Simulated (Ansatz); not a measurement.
Density of states of SrO (Fm-3m, 2 atoms in the cell).

```
CELL_PARAMETERS angstrom
      0.00000     2.60316     2.60316
      2.60316     0.00000     2.60316
      2.60316     2.60316     0.00000
ATOMIC_POSITIONS crystal
  Sr 0.50000 0.50000 0.50000
  O  0.00000 0.00000 0.00000
```

Computed with revPBE, PAW files made with PBE (plane waves; Ansatz, a quantum-chemistry and plane-wave program).

SCF settings: basis.ecutwfc = 420 eV; kpoints.mp_grid.grid = 7 7 7; hamiltonian.xc = revpbe; hamiltonian.pseudopotentials = {kind: paw} (the program's default PAW files); scf.occupations.method = gaussian; scf.occupations.width = 0.02 eV. Keys of the DOS step: output.dos.nscf_kmesh.grid = 11 11 11; output.dos.method = {smearing: {sigma: 0.3}} eV.

The starting cell comes from a database of computed structures (which also holds hypothetical and non-ambient phases and stackings), without a prior relaxation at this level. Its lattice was rescaled by a random factor within 2.5 % of one.

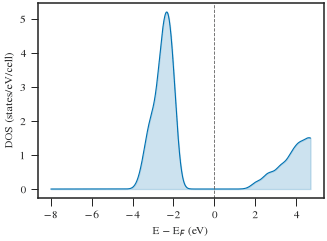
Figure. Total density of states, both spins summed.

Total DOS (both spins), as means of the tabulated values in each energy bin; the zero is the program's Fermi level or highest filled level, and the curve is cut to this window:

```
E (eV)  states/eV/cell
------  --------------
-7.80             0.00
-7.40             0.00
-7.00             0.00
-6.60             0.00
-6.20             0.00
-5.80             0.00
-5.40             0.00
-5.00             0.00
-4.60             0.00
-4.20             0.01
-3.80             0.26
-3.40             1.28
-3.00             2.44
-2.60             4.26
-2.20             4.74
-1.80             1.87
-1.40             0.14
-1.00             0.00
-0.60             0.00
-0.20             0.00
0.20              0.00
0.60              0.00
1.00              0.00
1.40              0.01
1.80              0.11
2.20              0.27
2.60              0.45
3.00              0.58
3.40              0.79
3.80              1.11
4.20              1.38
```

The gap on the SCF mesh is 3.51 eV.

Keys are those of Ansatz 0.2.
